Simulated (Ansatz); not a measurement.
# (PbSe)1(SnTe)3 [001] superlattice, started as rocksalt type: from the cell to its phonons, part 2 of 2

Wanted: phonon frequencies of (PbSe)1(SnTe)3 [001] superlattice, started as rocksalt type and what follows from them.

Ansatz 0.2.0; DFT PBE, scalar-relativistic, plane waves, PAW.

So far: Starting point; Bringing the structure to rest. The relaxed cell has a = 4.501, c = 12.735 Å (conventional setting).

The structure was built from a prototype and need not be the compound's stable phase.

## (3) Relaxing to small forces for the phonons

Phonons need a cell at rest on their own settings, so the relaxation is repeated with tight tolerances on forces and stress, using the mesh and the filling of the phonon run that follows.

input.yaml reads:

```yaml
crystal:
  lattice:
    - [3.182615188, 3.182615188, 0.0]
    - [-3.182615188, 3.182615188, 0.0]
    - [0.0, 0.0, 12.7347911068]
  atoms:
    - { symbol: Pb, position: [0.0, 0.0, 0.0] }
    - { symbol: Se, position: [0.5, 0.5, 0.0] }
    - { symbol: Sn, position: [0.5, 0.5, 0.242651854] }
    - { symbol: Sn, position: [0.0, 0.0, 0.5] }
    - { symbol: Sn, position: [0.5, 0.5, 0.757348146] }
    - { symbol: Te, position: [0.0, 0.0, 0.252437425] }
    - { symbol: Te, position: [0.5, 0.5, 0.5] }
    - { symbol: Te, position: [0.0, 0.0, 0.747562575] }
kpoints:
  mp_grid: { grid: [8, 8, 4] }
hamiltonian:
  xc: pbe
scf:
  occupations: { method: gaussian, width: 0.01 }
output:
  forces: true
  stress: true
  eigenvalues: true
relax:
  adjacent_minimum: "off"
  f_tol: 0.001
  max_steps: 60
  cell: { stress_tol: 0.01 }
```

Command:

```
$ ansatz run input.yaml --threads 8 --pin off --max-ram 14336MiB --backend cpu --events-out ev --progress --plain --runs-dir out
```

Numbers of over 12 decimals in the logs are rounded to 6 here.

Log:

```text
[...]
Crystal: 8 atoms, lattice volume = 257.982 Å³
Basis set: ecut = 420 eV, 5075 PW (Γ), exchange–correlation on 64×64×180 points (8 copies of the dense FFT grid, shifted against one another)
Bands: 72, of which v1, the nominal top of the filled ones, is band 60 counted from 1 (59 counted from 0)
Symmetry: 16 space group operations
[...]
k-points: 45 of 256
[...]
- [-3.182615188, 3.182615188, 0.0]
    - [0.0, 0.0, 12.7347911068]
  atoms:
    - { symbol: Pb, position: [0.0, 0.0, 0.0] }
    - { symbol: Se, position: [0.5, 0.5, 0.0] }
    - { symbol: Sn, position: [0.5, 0.5, 0.242651854] }
    - { symbol: Sn, position: [0.0, 0.0, 0.5] }
    - { symbol: Sn, position: [0.5, 0.5, 0.757348146] }
    - { symbol: Te, position: [0.0, 0.0, 0.252437425] }
    - { symbol: Te, position: [0.5, 0.5, 0.5] }
    - { symbol: Te, position: [0.0, 0.0, 0.747562575] }
[key lines of the parts left out:]
SCF converged after 7 iterations
Free energy (F): -56390.758775 eV
Fermi energy:    8.834955 eV
P = ⅓ Tr σ = -0.0018 GPa (-0.018 kbar)
```

Elapsed: 13 s, on 8 threads of Arm Neoverse V2, shared host; peak memory 1.4 GiB; 98 s of CPU time.

Little changed from the start: no atom moved by 0.005 Å and no cell edge by 0.1 %.

This step gave:

- pressure: -0.001815 GPa

The largest force component left is 0.80 meV/Å and the pressure is -0.002 GPa, within the tolerances set. The cell now holds 32.25 Å³/atom.

## (4) Linear response at the zone centre

The zone centre is the only wavevector solved here; it holds the modes that light can see, as far as symmetry allows. No field response is asked.

Changes to input.yaml since step 3:

```diff
@@ -21,9 +21,4 @@
 output:
-  forces: true
-  stress: true
   eigenvalues: true
-relax:
-  adjacent_minimum: "off"
-  f_tol: 0.001
-  max_steps: 60
-  cell: { stress_tol: 0.01 }
+phonons:
+  method: dfpt
```

Log:

```text
zone centre: on kpoints.mp_grid the ground state, and the responses unless they are solved on pairs of k-points, stand on 63 of the mesh's 256 k-points, reduced under 4 symmetry operations, with k and −k counted as one. Each operation leaves every solved displacement unchanged or reverses it
[...]
Crystal: 8 atoms, lattice volume = 257.982 Å³
Basis set: ecut = 420 eV, 5075 PW (Γ), exchange–correlation on 64×64×180 points (8 copies of the dense FFT grid, shifted against one another)
Bands: 72, of which v1, the nominal top of the filled ones, is band 60 counted from 1 (59 counted from 0)
Symmetry: 16 space group operations
k-points: 63 of 256 (irreducible under 4 space group operations, time reversal used)
[...]
SCF iter   1: F=—  HF=-56390.765398 eV  |F-HF|=—  |Δ(HF+E_count)|=         —  Δρ=8.43e-4  dr2=1.54e-2  ethr=1.77e-3  ⟨swp⟩=7.0  Hψ=18009  notcnv=0  defer=3
[...]
SCF iter  11: F=-56390.758775 eV  HF=-56390.758775 eV  |F-HF|=1.46e-11  |Δ(HF+E_count)|=  1.46e-11  Δρ=2.31e-8  dr2=1.98e-12  ethr=1.00e-12  ⟨swp⟩=12.1  Hψ=27104  notcnv=0
SCF 1 converged in 11 iterations: F = -56390.758775 eV  dr2 = 1.98e-12
[...]
DFPT response loops at Γ: preconditioner auto → Resta (q_TF=auto, 2.402 Å⁻¹)  ε∞=19.8 (no band partly filled); β = 1.00, the filter's whole step (`scf.mixing.beta` (0.50) is not read by the response loops at its default; to damp them type it under 1.00, their step now; it binds the ground state too); Broyden in place of MSR1
SCF converged after 11 iterations
Free energy (F): -56390.758775 eV
[...]
Internal energy: -56390.758775 eV  (E = F + TS)
E sigma→0 (E₀):  -56390.758775 eV
Fermi energy:    8.834955 eV
[...]
--- Band table (eV; the first three rows and the last of 63) ---
  k-point 0: bands = [... 56 lower, 6.8424, 6.8424, 6.9523, 7.1310, 10.6925, 10.7568, 11.4177, 12.0709, ... 8 higher]
  k-point 1: bands = [... 56 lower, 6.7749, 6.7749, 7.0910, 7.9323, 9.9107, 11.4549, 11.6341, 11.9041, ... 8 higher]
  k-point 2: bands = [... 56 lower, 6.6382, 6.6382, 7.5797, 7.8982, 10.2621, 10.6478, 11.5124, 11.7677, ... 8 higher]
  k-point 62: bands = [... 56 lower, 6.2611, 6.3011, 6.5335, 6.5682, 11.6038, 11.6514, 11.9189, 11.9189, ... 8 higher]
--- Phonons (Γ-DFPT): 12 representative perturbations + reference, on 63 of 256 k-points (Σ response iterations 41) ---
  k mesh reduced under 4 symmetry operations, with k and −k counted as one. Each operation leaves every solved displacement unchanged or reverses it
  ASR residual: 2.228e-4 → 0.000e0 eV/Å²; symmetrization residual: 8.318e-5 eV/Å²
  ASR residual per site (eV/Å²): 8.43e-5 2.91e-5 4.00e-5 1.82e-5 4.00e-5 3.52e-5 2.23e-4 3.52e-5
  Γ frequencies (cm⁻¹): -56.52 -29.00 -29.00 0.00 0.00 0.00 25.26 25.26 30.62 30.62 32.18 32.18 49.05 49.05 49.59 57.55 57.55 63.53 63.53 73.03 77.14 79.45 102.71 104.65
  non-analytic LO–TO correction: not included (Born effective charges unavailable; polar crystals: no LO–TO splitting at Γ)
```

It took 3.5 min on 8 threads; peak memory 4.3 GiB.

This step gave:

```
sum-rule residual before enforcement                    : 2.23e-4 eV/Å²
point group                                             : 4/mmm
highest optical mode at the zone centre (no LO-TO term) : 104.7 cm⁻¹
lowest optical zone-centre mode                         : -56.52 cm⁻¹
```

Without the LO-TO term. Patterns of degenerate modes are one choice out of their space. Modes at Γ, with each element's share of the kinetic energy (negative means imaginary):

```csv
mode,frequency (cm⁻¹),symmetry,Pb %,Se %,Sn %,Te %
1,-56.5,A2u,0,21,57,21
2,-29.0,Eu,52,15,5,28
3,-29.0,Eu,52,15,5,28
4,0.0,acoustic,20,8,35,37
5,0.0,acoustic,20,8,35,37
6,0.0,acoustic,20,8,35,37
7,25.3,Eu,19,3,69,9
8,25.3,Eu,19,3,69,9
9,30.6,Eg,0,0,61,39
10,30.6,Eg,0,0,61,39
11,32.2,Eu,8,0,70,22
12,32.2,Eu,8,0,70,22
13,49.0,Eu,1,73,7,19
14,49.0,Eu,1,73,7,19
15,49.6,A2u,37,8,36,19
16,57.5,Eg,0,0,39,61
17,57.5,Eg,0,0,39,61
18,63.5,Eu,0,1,14,85
19,63.5,Eu,0,1,14,85
20,73.0,A2u,11,8,3,79
21,77.1,A1g,0,0,89,11
22,79.5,A2u,16,22,41,20
23,102.7,A2u,16,33,28,23
24,104.7,A1g,0,0,11,89
```

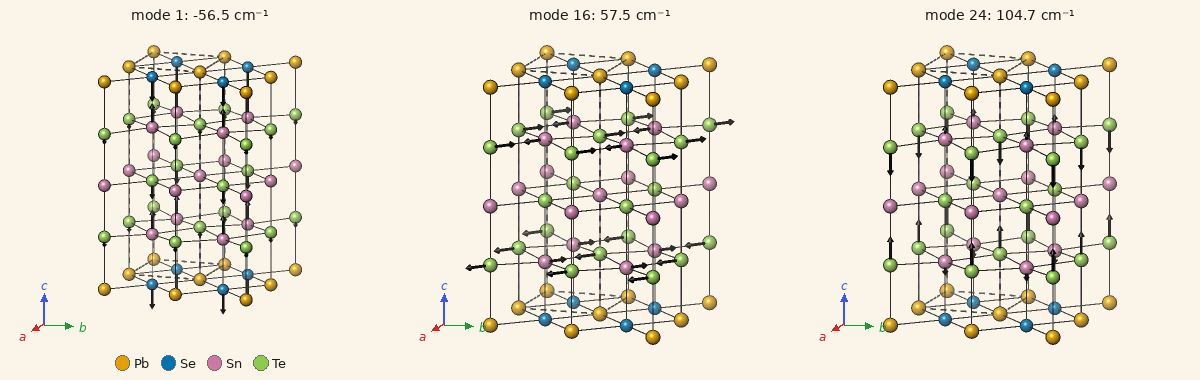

Displacement patterns of modes 1, 16 and 24 at Γ; arrows are exaggerated. 2×2×1 cells are drawn. Some periodic images of atoms are drawn too.

Before it was imposed, the acoustic sum rule was missed by 2.2e-4 eV/Å². Small misses are needed for a sound result but don't prove that mesh and cutoff are converged. The lowest optical mode is imaginary, 56.5i cm⁻¹, so the energy falls along it.

## (5) Isotope substitution, element Pb, natural mass 207.2 amu

An isotope changes the mass and not the force constants, so no new electronic calculation is needed; the shifts show which modes move this element.

The same force constants with the mass of Pb changed from 207.200 to 203.973 u (phonopy, no LO-TO term). Both lists are sorted by frequency; levels can cross, so a row need not hold one and the same mode. Modes under 3 cm⁻¹ are left out. Isotope shifts, by row:

```csv
q,rank,natural mass (cm⁻¹),changed mass (cm⁻¹)
0 0 0,1,-56.52,-56.52
0 0 0,2,-29,-29.12
0 0 0,3,-29,-29.12
0 0 0,7,25.26,25.29
0 0 0,8,25.26,25.29
0 0 0,9,30.62,30.62
0 0 0,10,30.62,30.62
0 0 0,11,32.18,32.2
0 0 0,12,32.18,32.2
0 0 0,13,49.05,49.06
0 0 0,14,49.05,49.06
0 0 0,15,49.59,49.73
0 0 0,16,57.55,57.55
0 0 0,17,57.55,57.55
0 0 0,18,63.53,63.53
0 0 0,19,63.53,63.53
0 0 0,20,73.03,73.09
0 0 0,21,77.14,77.14
0 0 0,22,79.45,79.55
0 0 0,23,102.7,102.8
0 0 0,24,104.7,104.7
```

A mode of this element alone would shift by +0.79 %. The highest zone-centre frequency without the field goes from 104.7 to 104.7 cm⁻¹ (+0.0 %).

## (6) Another isotope, element Se, natural mass 78.971 amu

The same for Se, from 78.97 to 81.92 u.

The same force constants with the mass of Se changed from 78.971 to 81.917 u (phonopy, no LO-TO term). Both lists are sorted by frequency; levels can cross, so a row need not hold one and the same mode. Modes under 3 cm⁻¹ are left out. Isotope shifts, by row:

```csv
q,rank,natural mass (cm⁻¹),changed mass (cm⁻¹)
0 0 0,1,-56.52,-56.3
0 0 0,2,-29,-28.92
0 0 0,3,-29,-28.92
0 0 0,7,25.26,25.24
0 0 0,8,25.26,25.24
0 0 0,9,30.62,30.62
0 0 0,10,30.62,30.62
0 0 0,11,32.18,32.18
0 0 0,12,32.18,32.18
0 0 0,13,49.05,48.41
0 0 0,14,49.05,48.41
0 0 0,15,49.59,49.51
0 0 0,16,57.55,57.55
0 0 0,17,57.55,57.55
0 0 0,18,63.53,63.52
0 0 0,19,63.53,63.52
0 0 0,20,73.03,72.92
0 0 0,21,77.14,77.14
0 0 0,22,79.45,79.13
0 0 0,23,102.7,102.1
0 0 0,24,104.7,104.7
```

A mode of this element alone would shift by -1.81 %. The highest zone-centre frequency without the field goes from 104.7 to 104.7 cm⁻¹ (+0.0 %).

## (7) Another isotope, element Sn, natural mass 118.71 amu

The same for Sn, from 118.71 to 123.91 u.

The same force constants with the mass of Sn changed from 118.710 to 123.905 u (phonopy, no LO-TO term). Both lists are sorted by frequency; levels can cross, so a row need not hold one and the same mode. Modes under 3 cm⁻¹ are left out. Isotope shifts, by row:

```csv
q,rank,natural mass (cm⁻¹),changed mass (cm⁻¹)
0 0 0,1,-56.52,-55.84
0 0 0,2,-29,-28.97
0 0 0,3,-29,-28.97
0 0 0,7,25.26,24.88
0 0 0,8,25.26,24.88
0 0 0,9,30.62,30.22
0 0 0,10,30.62,30.22
0 0 0,11,32.18,31.7
0 0 0,12,32.18,31.7
0 0 0,13,49.05,48.98
0 0 0,14,49.05,48.98
0 0 0,15,49.59,49.2
0 0 0,16,57.55,57.08
0 0 0,17,57.55,57.08
0 0 0,18,63.53,63.34
0 0 0,19,63.53,63.34
0 0 0,20,73.03,72.99
0 0 0,21,77.14,75.67
0 0 0,22,79.45,78.75
0 0 0,23,102.7,102.1
0 0 0,24,104.7,104.4
```

A mode of this element alone would shift by -2.12 %. The highest zone-centre frequency without the field goes from 104.7 to 104.4 cm⁻¹ (-0.2 %).

## (8) Another isotope, element Te, natural mass 127.6 amu

The same for Te, from 127.60 to 129.91 u.

The same force constants with the mass of Te changed from 127.600 to 129.906 u (phonopy, no LO-TO term). Both lists are sorted by frequency; levels can cross, so a row need not hold one and the same mode. Modes under 3 cm⁻¹ are left out. Isotope shifts, by row:

```csv
q,rank,natural mass (cm⁻¹),changed mass (cm⁻¹)
0 0 0,1,-56.52,-56.42
0 0 0,2,-29,-28.93
0 0 0,3,-29,-28.93
0 0 0,7,25.26,25.24
0 0 0,8,25.26,25.24
0 0 0,9,30.62,30.51
0 0 0,10,30.62,30.51
0 0 0,11,32.18,32.11
0 0 0,12,32.18,32.11
0 0 0,13,49.05,48.97
0 0 0,14,49.05,48.97
0 0 0,15,49.59,49.5
0 0 0,16,57.55,57.23
0 0 0,17,57.55,57.23
0 0 0,18,63.53,63.04
0 0 0,19,63.53,63.04
0 0 0,20,73.03,72.52
0 0 0,21,77.14,77.06
0 0 0,22,79.45,79.31
0 0 0,23,102.7,102.5
0 0 0,24,104.7,103.8
```

A mode of this element alone would shift by -0.89 %. The highest zone-centre frequency without the field goes from 104.7 to 103.8 cm⁻¹ (-0.8 %).

## (9) What came out

| Quantity | Value |
| --- | --- |
| space group after relaxation (within 0.01 Å) | P4/mmm |
| volume per atom | 32.2 Å³ |
| gap on the k-mesh | 0.152 eV |
| highest optical mode at the zone centre (no LO-TO term) | 105 cm⁻¹ |
| lowest optical zone-centre mode | -56.5 cm⁻¹ |
| imaginary modes at Γ (the only wavevector solved) | yes |

What this shows: A zone-centre mode is imaginary (56.5i cm⁻¹), so this structure is not a minimum of the energy. Without the field, the optical modes at Γ span -57 to 105 cm⁻¹ (negative means imaginary). No dispersion was computed. The highest mode in this list at Γ, 104.7 cm⁻¹, is mostly motion of Te (89 % of the kinetic energy). Spin-orbit coupling is left out, which can matter for the heavy elements here. The starting cell was built on a prototype and not taken from a measurement, so the phase need not exist. These are harmonic frequencies at zero temperature: anharmonic shifts, linewidths and thermal expansion are left out.

[Logs are printed without paths, hosts, clocks, repeated set-up lines and the standing remarks that a program may print on its own settings, such as how far it seeks lower states.]

[Hosts, paths, dates, database ids (printed as entryN), source tags and the programs' standing remarks are cut or masked in the printed files.]
